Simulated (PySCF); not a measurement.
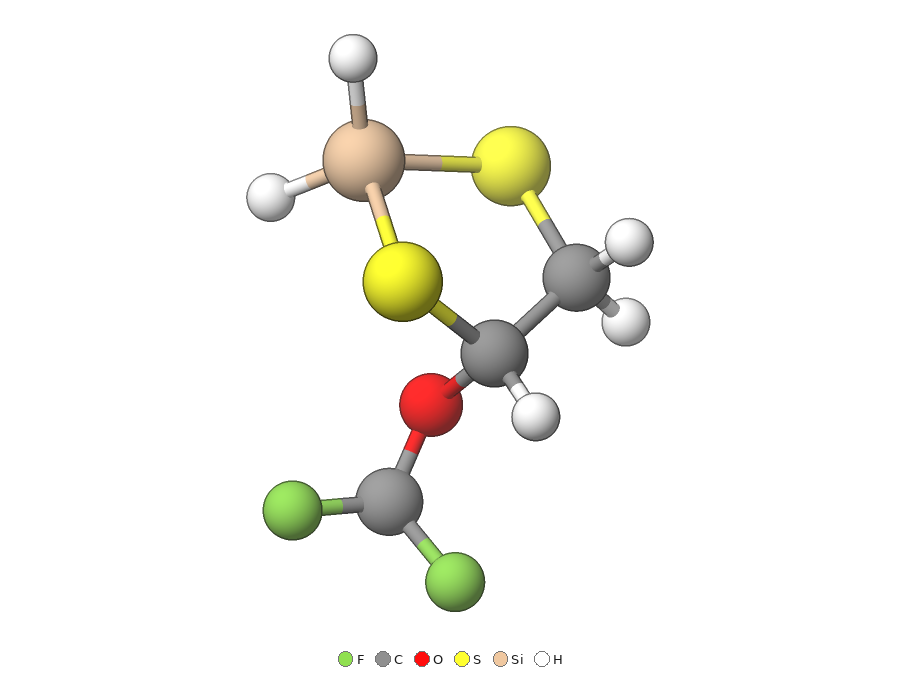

The species is neutral and a spin doublet. Computed geometry: GFN2-xTB optimisation. No frequency run is at hand to confirm it as a minimum. Method: UKS B3LYP, pcH-1 on C F H O S Si, non-relativistic (PySCF 2.14.0).

Predict the main results.

The species is C3H5F2OS2Si (`F[C](F)O[C@H]1CS[SiH2]S1`).
- ⟨S²⟩ of the determinant: 0.752
- isotropic g value: 2.00343

The geometry is semi-empirical. Around Si such bond lengths and angles can be off by a tenth of an ångström or more and by several degrees, and values that hang on the shape move with them.
